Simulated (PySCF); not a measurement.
```yaml
atoms:
  - { symbol: Si, position_ang: [-2.2031, 0.5937, -0.4170] }
  - { symbol: Si, position_ang: [-0.9610, -0.5021, 1.1968] }
  - { symbol: C, position_ang: [0.8626, -0.6608, 0.6512] }
  - { symbol: C, position_ang: [1.0507, -1.0575, -0.7888] }
  - { symbol: C, position_ang: [1.6141, 0.1049, -1.1086] }
  - { symbol: Cl, position_ang: [2.1880, 0.8036, -2.5621] }
  - { symbol: C, position_ang: [1.5606, 0.6757, 0.2756] }
  - { symbol: H, position_ang: [-2.8244, -0.3387, -1.3614] }
  - { symbol: H, position_ang: [-3.2909, 1.3673, 0.1883] }
  - { symbol: H, position_ang: [-1.4077, 1.5347, -1.2095] }
  - { symbol: H, position_ang: [-0.9209, 0.1688, 2.5058] }
  - { symbol: H, position_ang: [-1.4108, -1.8761, 1.4653] }
  - { symbol: H, position_ang: [1.4448, -1.2643, 1.3485] }
  - { symbol: H, position_ang: [0.8001, -1.9491, -1.3307] }
  - { symbol: H, position_ang: [0.9602, 1.5774, 0.3895] }
  - { symbol: H, position_ang: [2.5302, 0.8314, 0.7456] }
```

Geometry: GFN2-xTB.

Method: PBE0/pcSseg-1, SCF density, gas phase, non-relativistic (PySCF 2.14.0).

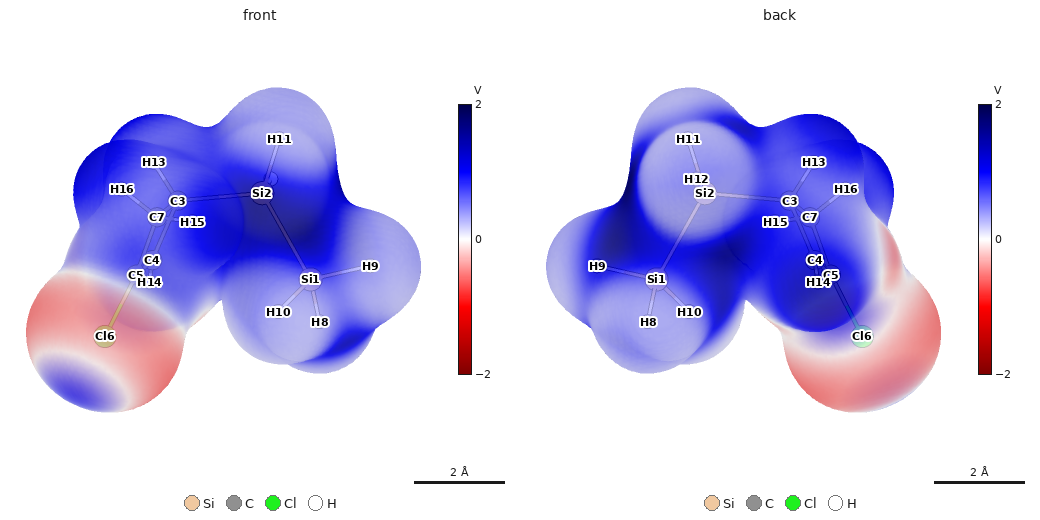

C$_{4}$H$_{9}$ClSi$_{2}$ (SMILES [SiH3][SiH2][C@H]1C=C(Cl)C1). The electrostatic potential painted on the density surface at 0.004 e/bohr³, seen from the front and from behind; the colour scale runs from red (negative) to blue (positive).

**Where is the surface potential most negative and most positive?**

The most negative region (about −0.5 V) lies over Cl6, the most positive (about +1.8 V) over Si1 and Si2. Cl6 shows a σ-hole: about +0.8 V at the tip opposite its bond, against about −0.4 V on its flanks.

**What dipole moment does the calculation give?**

Its dipole moment is 1.41 D.
